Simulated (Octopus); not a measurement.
# A workflow on BH3 (borane)

Aim: a series of 29 runs (PW92 LDA, PZ81 LDA, PBE, PBEsol) of BH3. The setting varied is the box margin, stencil order, grid spacing. 

Program for the calculation: Octopus 16.4.

20 further runs of the same task are left out: 20 set aside as unsound or not needed.

**1. Starting point**

BH3 has 4 atoms, charge 0, and is taken as a singlet. As SMILES, `B`. The shape is that of a PBE0-D4/def2-TZVP optimisation.

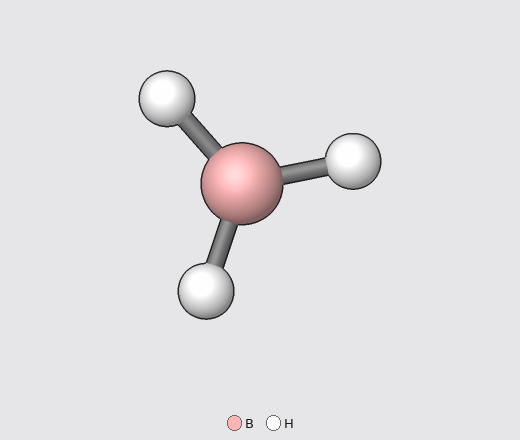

The structure, seen from a chosen angle (boron pink, hydrogen white).

**2. Energy and forces at PW92 LDA (scalar, in the pseudopotentials, pseudodojo_lda potentials, box margin 3.49998 angstrom, extra states 0, grid spacing 0.189975 angstrom, mix field default) (run 1)**

Started as:

```
$ OMP_NUM_THREADS=1 octopus > gs.log
```

Output:

```text
Version                : 16.4
************************** Calculation Mode **************************
Input: [CalculationMode = gs]
Input: [SpinComponents = unpolarized]
******************************* Space ********************************
Octopus will run in 3 dimension(s).
Octopus will treat the system as periodic in 0 dimension(s).
Input: [AllElectronType = no]
Input: [PseudopotentialSet = pseudodojo_lda]
Reading Coordinates from Coordinates block
****************************** Species *******************************
  Species 'B'
    type             : pseudopotential
    file format      : UPF2
    valence charge   : 3.0
    atomic number    :   5
    form on file     : kleinman-bylander
    lmax             : 1
    llocal           : -1
    projectors per l : 2
    total projectors : 4
    application form : kleinman-bylander
    orbitals         :  4
    bound orbitals   :  4
  Species 'H'
    type             : pseudopotential
    file format      : UPF2
    valence charge   : 1.0
    atomic number    :   1
    form on file     : kleinman-bylander
    lmax             : 1
    llocal           : -1
    projectors per l : 2
    total projectors : 4
    application form : kleinman-bylander
    orbitals         :  1
    bound orbitals   :  1
Refinement of some symmetry elements was terminated before convergence was reached.
Some symmetry elements may remain unidentified.
***************************** Symmetries *****************************
Symmetry elements : (sigma)
Symmetry group    : Cs
Input: [CurvMethod = curv_affine]
Input: [DerivativesStencil = stencil_star]
Input: [SmearingFunction = semiconducting]
Input: [SymmetrizeDensity = no]
******************************* States *******************************
Total electronic charge  =        6.000
Number of states         =        3
States block-size        =        3
************************** Parallelization ***************************
Info: Octopus will run in *serial*
******************************** Grid ********************************
Simulation Box:
  Type = minimum
  Radius  [A] =   3.500
Main mesh:
  Spacing [A] = ( 0.190, 0.190, 0.190)    volume/point [A^3] =      0.00686
  # inner mesh =      44999
  # total mesh =      69778
  Grid Cutoff [eV] =  1041.913059    Grid Cutoff [Ry] =    76.579204
Input: [StatesPack = yes]
Input: [StatesOrthogonalization = cholesky_serial]
Info: the XCFunctional has been selected to match the pseudopotentials
      used in the calculation.
**************************** Theory Level ****************************
Input: [TheoryLevel = kohn_sham]
Exchange-correlation:
  Exchange
    Slater exchange (LDA)
  Correlation
    Perdew & Wang (LDA)
****************************** Hartree *******************************
Input: [DressedOrbitals = no]
The chosen Poisson solver is 'interpolating scaling functions'
Input: [FilterPotentials = filter_TS]
Info: Pseudopotential for B
  Radii for localized parts:
    local part     =  1.1 A
    non-local part =  1.0 A
    orbitals       =  5.6 A
Info: Pseudopotential for H
  Radii for localized parts:
    local part     =  1.1 A
    non-local part =  0.8 A
    orbitals       =  4.6 A
Input: [RelativisticCorrection = non_relativistic]
Input: [DFTULevel = dft_u_none]
Input: [MagneticConstrain = 0]
****************** Approximate memory requirements *******************
Mesh
  global  :       0.5 MiB
  local   :       2.1 MiB
  total   :       2.7 MiB
States
  real    :       1.6 MiB (par_kpoints + par_states + par_domains)
  complex :       3.2 MiB (par_kpoints + par_states + par_domains)
Info: Generating external potential
      done.
Input: [InteractionTiming = timing_exact]
Info: Octopus initialization completed.
Info: Starting calculation mode.
Info: Allocating ground state wave-functions
      Block       1 contains       3 states:       1 -       3
Info: Ground-state allocation done.
Info: Could not find 'restart/gs' directory for restart.
Info: No restart information will be read.
** Warning:
**   Unable to read wavefunctions.
**   Starting from scratch!
**************************** Eigensolver *****************************
Input: [Eigensolver = cg]
Input: [Preconditioner = pre_filter]
Input: [PreconditionerFilterFactor = 0.5000]
Input: [SubspaceDiagonalization = standard]
Input: [MixField = potential] (what to mix during SCF cycles)
Input: [MixingScheme = broyden]
Info: Mixing uses    4 steps and restarts after   20 steps.
Input: [LCAOStart = lcao_states]
Input: [LCAOScaleFactor = 1.000]
Input: [LCAOMaximumOrbitalRadius = 10.58 A]
Info: Double-precision storage for     3 extra orbitals will be allocated.
Info: Unnormalized total charge =      5.663099
Info: Renormalized total charge =      6.000000
Info: Setting up Hamiltonian.
Info: Performing initial LCAO calculation with      6 orbitals.
Info: Getting Hamiltonian matrix elements.
Eigenvalues [eV]
 #st  Spin   Eigenvalue      Occupation
   1   --   -15.359779       2.000000
   2   --   -11.071384       2.000000
   3   --   -10.040894       2.000000
Info: Ground-state restart information will be written to 'restart/gs'.
Info: SCF using real wavefunctions.
Info: Starting SCF iteration.
*********************** SCF CYCLE ITER #    1 ************************
 etot  = -1.57122895E+02 abs_ev   =  9.54E+00 rel_ev   =  1.16E-01
 ediff =        5.77E+00 abs_dens =  2.24E+00 rel_dens =  3.73E-01
Converged eigenvectors: 0
#  State  Eigenvalue [eV]  Occupation    Error
      1      -16.466273    2.000000   ( 8.4E-02)
      2      -12.425811    2.000000   ( 1.0E-01)
      3      -12.347666    2.000000   ( 7.6E-02)
                                                                     ^
*********************** SCF CYCLE ITER #    2 ************************
 etot  = -1.46700219E+02 abs_ev   =  9.34E+00 rel_ev   =  1.28E-01
 ediff =        3.83E-01 abs_dens =  2.94E-01 rel_dens =  4.91E-02
Converged eigenvectors: 0
#  State  Eigenvalue [eV]  Occupation    Error
      1      -14.877932    2.000000   ( 1.1E-02)
      2      -10.889095    2.000000   ( 1.7E-02)
      3      -10.800634    2.000000   ( 1.1E-02)
                                                                     ^
[eigenvalue tables of the cycles between left out]
*********************** SCF CYCLE ITER #    3 ************************
 etot  = -1.18616887E+02 abs_ev   =  1.94E+01 rel_ev   =  3.60E-01
 ediff =        1.03E+00 abs_dens =  5.39E-01 rel_dens =  8.99E-02
*********************** SCF CYCLE ITER #    4 ************************
 etot  = -1.26707041E+02 abs_ev   =  6.27E+00 rel_ev   =  1.04E-01
 ediff =        2.97E-01 abs_dens =  1.44E-01 rel_dens =  2.39E-02
*********************** SCF CYCLE ITER #    5 ************************
 etot  = -1.26905995E+02 abs_ev   =  2.75E-01 rel_ev   =  4.59E-03
 ediff =        7.31E-03 abs_dens =  5.69E-02 rel_dens =  9.49E-03
*********************** SCF CYCLE ITER #    6 ************************
 etot  = -1.25385704E+02 abs_ev   =  1.05E+00 rel_ev   =  1.78E-02
 ediff =        5.59E-02 abs_dens =  2.96E-02 rel_dens =  4.93E-03
*********************** SCF CYCLE ITER #    7 ************************
 etot  = -1.25551609E+02 abs_ev   =  1.75E-01 rel_ev   =  2.96E-03
 ediff =        6.10E-03 abs_dens =  2.49E-03 rel_dens =  4.14E-04
*********************** SCF CYCLE ITER #    8 ************************
 etot  = -1.25629786E+02 abs_ev   =  5.66E-02 rel_ev   =  9.60E-04
 ediff =        2.87E-03 abs_dens =  2.02E-03 rel_dens =  3.37E-04
*********************** SCF CYCLE ITER #    9 ************************
 etot  = -1.25685288E+02 abs_ev   =  3.10E-02 rel_ev   =  5.25E-04
 ediff =        2.04E-03 abs_dens =  1.83E-03 rel_dens =  3.05E-04
*********************** SCF CYCLE ITER #   10 ************************
 etot  = -1.25685034E+02 abs_ev   =  1.24E-03 rel_ev   =  2.10E-05
 ediff =        9.32E-06 abs_dens =  2.57E-04 rel_dens =  4.28E-05
*********************** SCF CYCLE ITER #   11 ************************
 etot  = -1.25682869E+02 abs_ev   =  1.80E-03 rel_ev   =  3.05E-05
 ediff =        7.96E-05 abs_dens =  5.76E-05 rel_dens =  9.60E-06
*********************** SCF CYCLE ITER #   12 ************************
 etot  = -1.25680800E+02 abs_ev   =  1.26E-03 rel_ev   =  2.14E-05
 ediff =        7.60E-05 abs_dens =  5.81E-05 rel_dens =  9.68E-06
*********************** SCF CYCLE ITER #   13 ************************
 etot  = -1.25682516E+02 abs_ev   =  1.24E-03 rel_ev   =  2.10E-05
 ediff =        6.31E-05 abs_dens =  3.12E-05 rel_dens =  5.20E-06
*********************** SCF CYCLE ITER #   14 ************************
 etot  = -1.25682415E+02 abs_ev   =  9.65E-05 rel_ev   =  1.64E-06
 ediff =        3.71E-06 abs_dens =  9.51E-06 rel_dens =  1.59E-06
*********************** SCF CYCLE ITER #   15 ************************
 etot  = -1.25682185E+02 abs_ev   =  1.29E-04 rel_ev   =  2.18E-06
 ediff =        8.47E-06 abs_dens =  1.21E-05 rel_dens =  2.01E-06
*********************** SCF CYCLE ITER #   16 ************************
 etot  = -1.25682361E+02 abs_ev   =  1.31E-04 rel_ev   =  2.21E-06
 ediff =        6.47E-06 abs_dens =  3.29E-06 rel_dens =  5.48E-07
Converged eigenvectors: 0
#  State  Eigenvalue [eV]  Occupation    Error
      1      -12.556302    2.000000   ( 5.9E-07)
      2       -8.468347    2.000000   ( 1.6E-07)
      3       -8.467985    2.000000   ( 2.9E-07)
                                                                     ^
*********************** SCF CYCLE ITER #   17 ************************
 etot  = -1.25682326E+02 abs_ev   =  2.92E-05 rel_ev   =  4.95E-07
 ediff =        1.28E-06 abs_dens =  6.14E-07 rel_dens =  1.02E-07
Converged eigenvectors: 0
#  State  Eigenvalue [eV]  Occupation    Error
      1      -12.556298    2.000000   ( 1.3E-07)
      2       -8.468342    2.000000   ( 8.3E-08)
      3       -8.467980    2.000000   ( 1.0E-07)
                                                                     ^
Info: SCF converged in   17 iterations
** Warning:
**   Some of the states are not fully converged!
Info: Number of matrix-vector products:        448
Octopus emitted 2 warnings.
```

It took 2.1 s on 1 thread of Intel Xeon Platinum 8488C (Sapphire Rapids), shared host; peak memory 0.068 GiB.

**3. Energy and gradient at PW92 LDA (scalar, in the pseudopotentials, pseudodojo_lda potentials, box margin 4 angstrom, extra states 0, grid spacing 0.189975 angstrom, mix field default) (run 2)**

Started as:

```
$ OMP_NUM_THREADS=1 octopus > gs.log
```

Output:

```text
Version                : 16.4
************************** Calculation Mode **************************
Input: [CalculationMode = gs]
Input: [SpinComponents = unpolarized]
******************************* Space ********************************
Octopus will run in 3 dimension(s).
Octopus will treat the system as periodic in 0 dimension(s).
Input: [AllElectronType = no]
Input: [PseudopotentialSet = pseudodojo_lda]
Reading Coordinates from Coordinates block
****************************** Species *******************************
  Species 'B'
    type             : pseudopotential
    file format      : UPF2
    valence charge   : 3.0
    atomic number    :   5
    form on file     : kleinman-bylander
    lmax             : 1
    llocal           : -1
    projectors per l : 2
    total projectors : 4
    application form : kleinman-bylander
    orbitals         :  4
    bound orbitals   :  4
  Species 'H'
    type             : pseudopotential
    file format      : UPF2
    valence charge   : 1.0
    atomic number    :   1
    form on file     : kleinman-bylander
    lmax             : 1
    llocal           : -1
    projectors per l : 2
    total projectors : 4
    application form : kleinman-bylander
    orbitals         :  1
    bound orbitals   :  1
Refinement of some symmetry elements was terminated before convergence was reached.
Some symmetry elements may remain unidentified.
***************************** Symmetries *****************************
Symmetry elements : (sigma)
Symmetry group    : Cs
Input: [CurvMethod = curv_affine]
Input: [DerivativesStencil = stencil_star]
Input: [SmearingFunction = semiconducting]
Input: [SymmetrizeDensity = no]
******************************* States *******************************
Total electronic charge  =        6.000
Number of states         =        3
States block-size        =        3
************************** Parallelization ***************************
Info: Octopus will run in *serial*
******************************** Grid ********************************
Simulation Box:
  Type = minimum
  Radius  [A] =   4.000
Main mesh:
  Spacing [A] = ( 0.190, 0.190, 0.190)    volume/point [A^3] =      0.00686
  # inner mesh =      63456
  # total mesh =      94006
  Grid Cutoff [eV] =  1041.913059    Grid Cutoff [Ry] =    76.579204
Input: [StatesPack = yes]
Input: [StatesOrthogonalization = cholesky_serial]
Info: the XCFunctional has been selected to match the pseudopotentials
      used in the calculation.
**************************** Theory Level ****************************
Input: [TheoryLevel = kohn_sham]
Exchange-correlation:
  Exchange
    Slater exchange (LDA)
  Correlation
    Perdew & Wang (LDA)
****************************** Hartree *******************************
Input: [DressedOrbitals = no]
The chosen Poisson solver is 'interpolating scaling functions'
Input: [FilterPotentials = filter_TS]
Info: Pseudopotential for B
  Radii for localized parts:
    local part     =  1.1 A
    non-local part =  1.0 A
    orbitals       =  5.6 A
Info: Pseudopotential for H
  Radii for localized parts:
    local part     =  1.1 A
    non-local part =  0.8 A
    orbitals       =  4.6 A
Input: [RelativisticCorrection = non_relativistic]
Input: [DFTULevel = dft_u_none]
Input: [MagneticConstrain = 0]
****************** Approximate memory requirements *******************
Mesh
  global  :       0.7 MiB
  local   :       2.9 MiB
  total   :       3.6 MiB
States
  real    :       2.2 MiB (par_kpoints + par_states + par_domains)
  complex :       4.3 MiB (par_kpoints + par_states + par_domains)
Info: Generating external potential
      done.
Input: [InteractionTiming = timing_exact]
Info: Octopus initialization completed.
Info: Starting calculation mode.
Info: Allocating ground state wave-functions
      Block       1 contains       3 states:       1 -       3
Info: Ground-state allocation done.
Info: Could not find 'restart/gs' directory for restart.
Info: No restart information will be read.
** Warning:
**   Unable to read wavefunctions.
**   Starting from scratch!
**************************** Eigensolver *****************************
Input: [Eigensolver = cg]
Input: [Preconditioner = pre_filter]
Input: [PreconditionerFilterFactor = 0.5000]
Input: [SubspaceDiagonalization = standard]
Input: [MixField = potential] (what to mix during SCF cycles)
Input: [MixingScheme = broyden]
Info: Mixing uses    4 steps and restarts after   20 steps.
Input: [LCAOStart = lcao_states]
Input: [LCAOScaleFactor = 1.000]
Input: [LCAOMaximumOrbitalRadius = 10.58 A]
Info: Double-precision storage for     3 extra orbitals will be allocated.
Info: Unnormalized total charge =      5.665512
Info: Renormalized total charge =      6.000000
Info: Setting up Hamiltonian.
Info: Performing initial LCAO calculation with      6 orbitals.
Info: Getting Hamiltonian matrix elements.
Eigenvalues [eV]
 #st  Spin   Eigenvalue      Occupation
   1   --   -15.398334       2.000000
   2   --   -11.148238       2.000000
   3   --   -10.111248       2.000000
Info: Ground-state restart information will be written to 'restart/gs'.
Info: SCF using real wavefunctions.
Info: Starting SCF iteration.
*********************** SCF CYCLE ITER #    1 ************************
 etot  = -1.56757810E+02 abs_ev   =  9.21E+00 rel_ev   =  1.12E-01
 ediff =        5.76E+00 abs_dens =  2.23E+00 rel_dens =  3.71E-01
Converged eigenvectors: 0
#  State  Eigenvalue [eV]  Occupation    Error
      1      -16.487550    2.000000   ( 7.9E-02)
      2      -12.426697    2.000000   ( 1.1E-01)
      3      -12.349504    2.000000   ( 8.9E-02)
                                                                     ^
*********************** SCF CYCLE ITER #    2 ************************
 etot  = -1.46906376E+02 abs_ev   =  9.19E+00 rel_ev   =  1.25E-01
 ediff =        3.62E-01 abs_dens =  3.09E-01 rel_dens =  5.14E-02
Converged eigenvectors: 0
#  State  Eigenvalue [eV]  Occupation    Error
      1      -14.912290    2.000000   ( 1.2E-02)
      2      -10.921838    2.000000   ( 1.9E-02)
      3      -10.834957    2.000000   ( 1.2E-02)
                                                                     ^
[eigenvalue tables of the cycles between left out]
*********************** SCF CYCLE ITER #    3 ************************
 etot  = -1.19051311E+02 abs_ev   =  1.92E+01 rel_ev   =  3.55E-01
 ediff =        1.02E+00 abs_dens =  5.33E-01 rel_dens =  8.89E-02
*********************** SCF CYCLE ITER #    4 ************************
 etot  = -1.26610477E+02 abs_ev   =  5.93E+00 rel_ev   =  9.87E-02
 ediff =        2.78E-01 abs_dens =  1.33E-01 rel_dens =  2.21E-02
*********************** SCF CYCLE ITER #    5 ************************
 etot  = -1.27086756E+02 abs_ev   =  5.02E-02 rel_ev   =  8.36E-04
 ediff =        1.75E-02 abs_dens =  5.70E-02 rel_dens =  9.50E-03
*********************** SCF CYCLE ITER #    6 ************************
 etot  = -1.25300115E+02 abs_ev   =  1.23E+00 rel_ev   =  2.10E-02
 ediff =        6.57E-02 abs_dens =  3.44E-02 rel_dens =  5.74E-03
*********************** SCF CYCLE ITER #    7 ************************
 etot  = -1.25480801E+02 abs_ev   =  1.84E-01 rel_ev   =  3.12E-03
 ediff =        6.64E-03 abs_dens =  3.32E-03 rel_dens =  5.54E-04
*********************** SCF CYCLE ITER #    8 ************************
 etot  = -1.25656297E+02 abs_ev   =  1.22E-01 rel_ev   =  2.07E-03
 ediff =        6.45E-03 abs_dens =  3.93E-03 rel_dens =  6.55E-04
*********************** SCF CYCLE ITER #    9 ************************
 etot  = -1.25686877E+02 abs_ev   =  1.01E-02 rel_ev   =  1.70E-04
 ediff =        1.12E-03 abs_dens =  1.73E-03 rel_dens =  2.88E-04
*********************** SCF CYCLE ITER #   10 ************************
 etot  = -1.25690235E+02 abs_ev   =  1.98E-04 rel_ev   =  3.35E-06
 ediff =        1.23E-04 abs_dens =  3.22E-04 rel_dens =  5.37E-05
*********************** SCF CYCLE ITER #   11 ************************
 etot  = -1.25689279E+02 abs_ev   =  2.54E-04 rel_ev   =  4.30E-06
 ediff =        3.52E-05 abs_dens =  1.16E-04 rel_dens =  1.94E-05
*********************** SCF CYCLE ITER #   12 ************************
 etot  = -1.25691471E+02 abs_ev   =  1.64E-03 rel_ev   =  2.78E-05
 ediff =        8.06E-05 abs_dens =  4.79E-05 rel_dens =  7.98E-06
*********************** SCF CYCLE ITER #   13 ************************
 etot  = -1.25691690E+02 abs_ev   =  1.49E-04 rel_ev   =  2.53E-06
 ediff =        8.04E-06 abs_dens =  1.09E-05 rel_dens =  1.81E-06
*********************** SCF CYCLE ITER #   14 ************************
 etot  = -1.25691381E+02 abs_ev   =  1.96E-04 rel_ev   =  3.32E-06
 ediff =        1.14E-05 abs_dens =  1.32E-05 rel_dens =  2.19E-06
*********************** SCF CYCLE ITER #   15 ************************
 etot  = -1.25691276E+02 abs_ev   =  9.01E-05 rel_ev   =  1.52E-06
 ediff =        3.82E-06 abs_dens =  5.30E-06 rel_dens =  8.83E-07
Converged eigenvectors: 0
#  State  Eigenvalue [eV]  Occupation    Error
      1      -12.573514    2.000000   ( 1.3E-06)
      2       -8.486390    2.000000   ( 2.8E-07)
      3       -8.486039    2.000000   ( 4.2E-07)
                                                                     ^
*********************** SCF CYCLE ITER #   16 ************************
 etot  = -1.25691260E+02 abs_ev   =  2.72E-05 rel_ev   =  4.60E-07
 ediff =        6.07E-07 abs_dens =  2.89E-06 rel_dens =  4.82E-07
Converged eigenvectors: 0
#  State  Eigenvalue [eV]  Occupation    Error
      1      -12.573511    2.000000   ( 5.8E-07)
      2       -8.486384    2.000000   ( 1.5E-07)
      3       -8.486034    2.000000   ( 2.6E-07)
                                                                     ^
Info: SCF converged in   16 iterations
** Warning:
**   Some of the states are not fully converged!
Info: Number of matrix-vector products:        445
Octopus emitted 2 warnings.
```

Run time: 2.8 s. Hardware: 1 thread of Intel Xeon Platinum 8488C (Sapphire Rapids), shared host; peak memory 0.077 GiB.

Runs 3 to 15 aren't shown in full; the table further down has their settings and results.

[end of part 1 of 3]
